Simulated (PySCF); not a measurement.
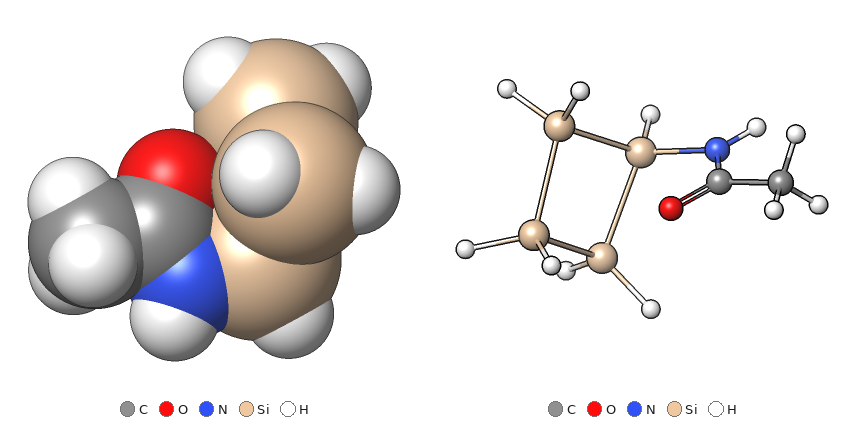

Two views of one molecule.

Description:

Formula C₂H₁₁NOSi₄. As SMILES it reads `CC(=O)N[SiH]1[SiH2][SiH2][SiH2]1`. Independent rings (smallest set): 1 of 4 members. Among its groups: amide, Si–H bond, Si–N bond. Coordination, clear cases only: 1 C tetrahedral; 1 C trigonal planar; 1 N trigonal planar.

The parts below concern this one geometry. Atoms keep their numbers from picture to picture. The computed structure is the end point of a PBE0-D3(BJ)/def2-SVP optimisation. No frequency run is at hand to confirm it as a minimum.

### Geometry

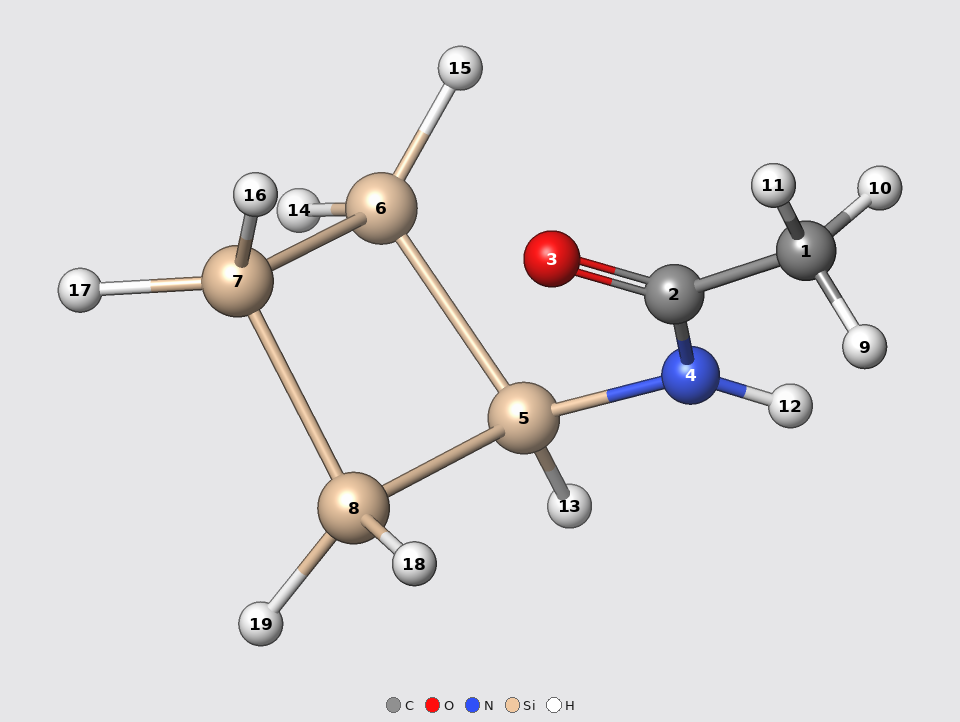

Atoms carry their numbers in the input. No frequency run is at hand to confirm it as a minimum.

What are the angles C1–C2–O3, C2–C1–H9, C2–C1–H11, C2–N4–Si5, C2–N4–H12, N4–Si5–Si6, N4–Si5–H13, Si6–Si5–Si8, Si6–Si5–H13, Si6–Si7–Si8, Si6–Si7–H16, Si7–Si8–H18?

| angle | degrees |
| --- | --- |
| C1–C2–O3 | 122.5 |
| C2–C1–H9 | 110.4 |
| C2–C1–H11 | 109.1 |
| C2–N4–Si5 | 113.6 |
| C2–N4–H12 | 120.1 |
| N4–Si5–Si6 | 110.6 |
| N4–Si5–H13 | 103.6 |
| Si6–Si5–Si8 | 89.6 |
| Si6–Si5–H13 | 121.0 |
| Si6–Si7–Si8 | 89.8 |
| Si6–Si7–H16 | 115.4 |
| Si7–Si8–H18 | 118.6 |

### Dipole moment

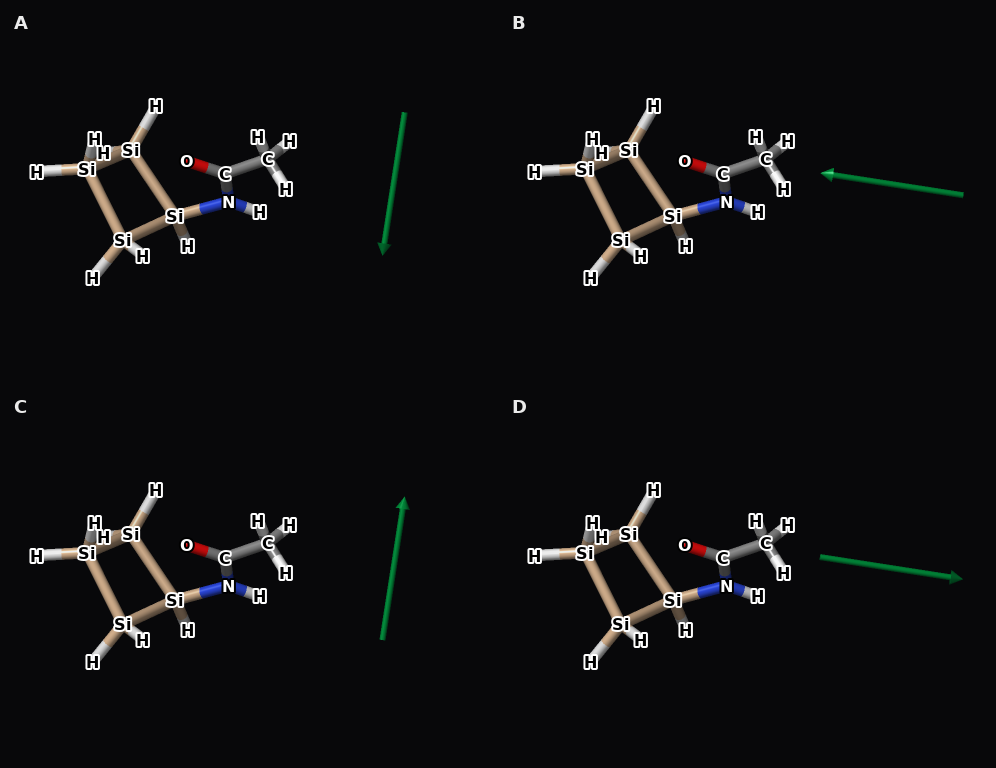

The same molecule four times, each with an arrow. No frequency run is at hand to confirm it as a minimum. Properties computed with ωB97X-D/def2-SVPD, gas phase (PySCF 2.14.0).

Question: Which arrow points along the dipole moment, from the negative to the positive end?

Answer: D. The dipole moment is 4.23 D.

### NMR shielding

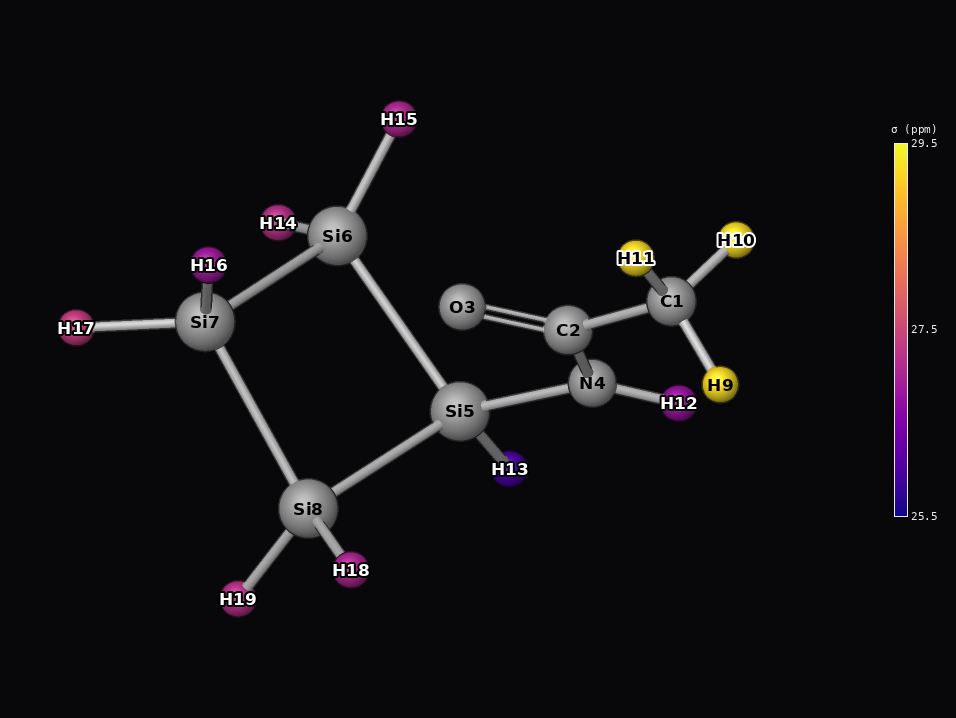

Atoms are coloured by their isotropic NMR shieldings (H only, the others grey). No frequency run is at hand to confirm it as a minimum. Properties computed with GIAO PBE0/pcSseg-1 NMR shielding, non-relativistic, gas phase (PySCF 2.14.0).

List the isotropic NMR shieldings of the H atoms.

```tsv
atom	σ (ppm)
H9	29.23
H10	29.24
H11	29.23
H12	26.81
H13	25.99
H14	27.21
H15	27.08
H16	26.88
H17	27.38
H18	27.07
H19	27.21
```

### Bond orders

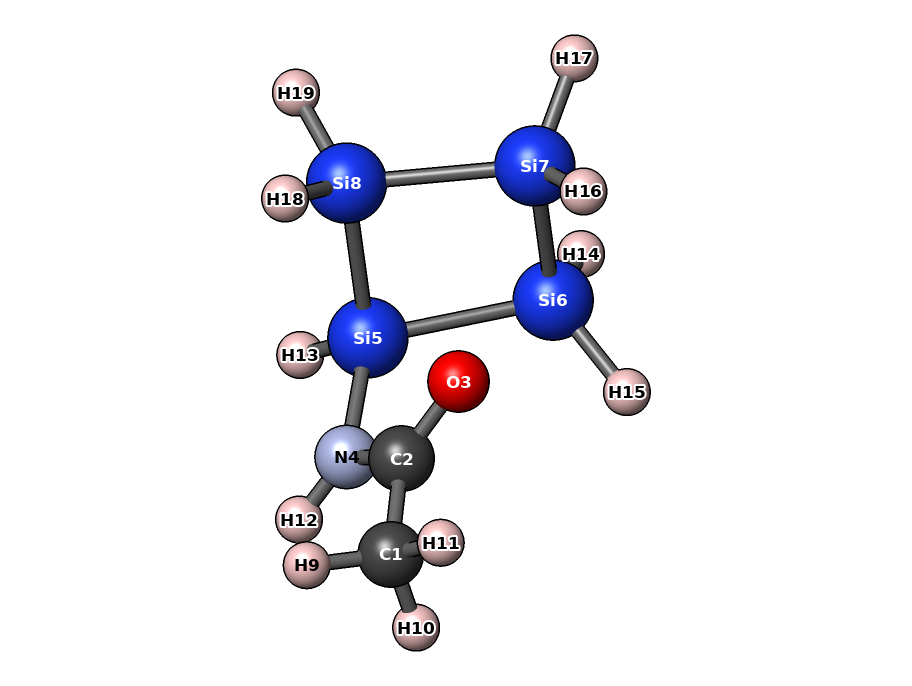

Every bond is drawn as one stick. No frequency run is at hand to confirm it as a minimum. Method: PBE0/pcSseg-1 (PySCF 2.14.0).

Question: Which bond between heavy atoms has the highest Mayer bond order?

Answer: C2–O3, 1.76, at a length of 1.230 Å.

List the Mayer bond orders of C1–C2, C2–O3, C2–N4, N4–Si5, Si5–Si6, Si6–Si7 (bonds between heavy atoms, one of each equivalent set). Atoms whose distances differ by more than 0.02 Å in this geometry are listed apart.

| bond | Mayer order | length (Å) |
| --- | --- | --- |
| C1–C2 | 1.00 | 1.504 |
| C2–O3 | 1.76 | 1.230 |
| C2–N4 | 1.20 | 1.353 |
| N4–Si5 | 0.77 | 1.795 |
| Si5–Si6 | 0.87 | 2.368 |
| Si6–Si7 | 0.85 | 2.364 |
